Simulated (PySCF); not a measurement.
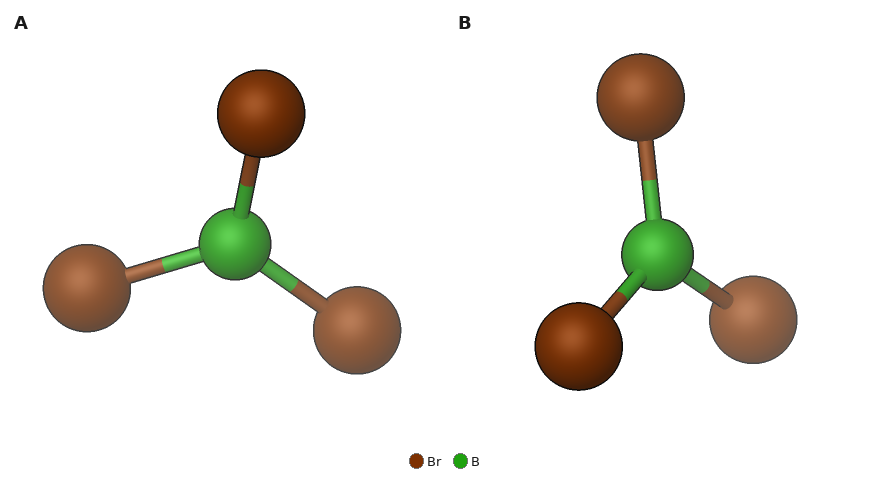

Atoms fade into the background with distance from the viewer. The geometry was computed by an optimisation with PBE0-D3(BJ)/def2-SVP. No frequency run is at hand to confirm it as a minimum.

> How are A and B related: the same structure turned, mirror images, conformers, diastereomers or constitutional isomers?

They are the same structure, BBr3 (BrB(Br)Br), seen from two directions. With point group D3h it is achiral, so its mirror image would be the same too.
